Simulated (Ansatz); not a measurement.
B (space group R-3m)

```yaml
crystal:
  lattice:
    - [2.42047, 1.39746, 4.13138]
    - [-2.42047, 1.39746, 4.13138]
    - [0.00000, -2.79491, 4.13138]
  atoms:
    - { symbol: B, position: [0.01046, 0.65431, 0.01046] }
    - { symbol: B, position: [0.98954, 0.34569, 0.98954] }
    - { symbol: B, position: [0.01046, 0.01046, 0.65431] }
    - { symbol: B, position: [0.98954, 0.98954, 0.34569] }
    - { symbol: B, position: [0.65431, 0.01046, 0.01046] }
    - { symbol: B, position: [0.34569, 0.98954, 0.98954] }
    - { symbol: B, position: [0.22147, 0.62999, 0.22147] }
    - { symbol: B, position: [0.77853, 0.37001, 0.77853] }
    - { symbol: B, position: [0.22147, 0.22147, 0.62999] }
    - { symbol: B, position: [0.77853, 0.77853, 0.37001] }
    - { symbol: B, position: [0.62999, 0.22147, 0.22147] }
    - { symbol: B, position: [0.37001, 0.77853, 0.77853] }
```

A phonon eigenvector at Γ is frozen into this cell: atom i moves by Q times the vector below, so Q is the largest atomic displacement, in Å. The cell is held.

```json
[
 {"atom": "B1", "x": "-0.866", "y": "0.500", "z": "0.025"},
 {"atom": "B2", "x": "-0.866", "y": "0.500", "z": "0.025"},
 {"atom": "B3", "x": "0.000", "y": "-1.000", "z": "0.025"},
 {"atom": "B4", "x": "0.000", "y": "-1.000", "z": "0.025"},
 {"atom": "B5", "x": "0.866", "y": "0.500", "z": "0.025"},
 {"atom": "B6", "x": "0.866", "y": "0.500", "z": "0.025"},
 {"atom": "B7", "x": "0.148", "y": "-0.086", "z": "-0.025"},
 {"atom": "B8", "x": "0.148", "y": "-0.086", "z": "-0.025"},
 {"atom": "B9", "x": "0.000", "y": "0.171", "z": "-0.025"},
 {"atom": "B10", "x": "0.000", "y": "0.171", "z": "-0.025"},
 {"atom": "B11", "x": "-0.148", "y": "-0.086", "z": "-0.025"},
 {"atom": "B12", "x": "-0.148", "y": "-0.086", "z": "-0.025"}
]
```

Method: LDA (plane waves to 420 eV, PAW, scalar-relativistic; Ansatz, a first-principles code). k mesh 7×7×7 (Γ-centred), Fermi-Dirac smearing 0.05 eV. The energy includes the smearing's −TS. B was relaxed with its symmetry unable to fall. ΔE is measured from the undisplaced structure.

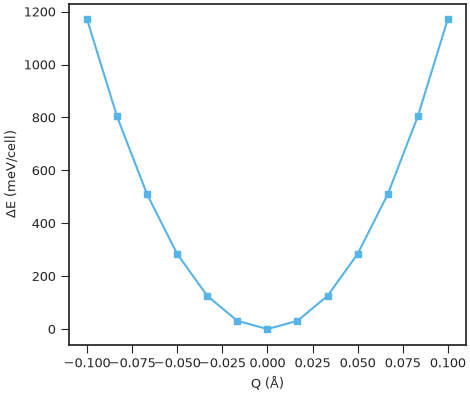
*ΔE (meV/cell) against Q (Å); markers are the computed points, lines only join them.*

Q: What is the energy change at Q = 0.100 Å?

A: About 1200 meV/cell.

Q: What harmonic wavenumber does the curvature at Q = 0 give?

A: About 960 cm⁻¹.

(For displaced atoms, the force is minus the slope of the energy, and its curvature is a force constant, which sets phonon frequencies.)
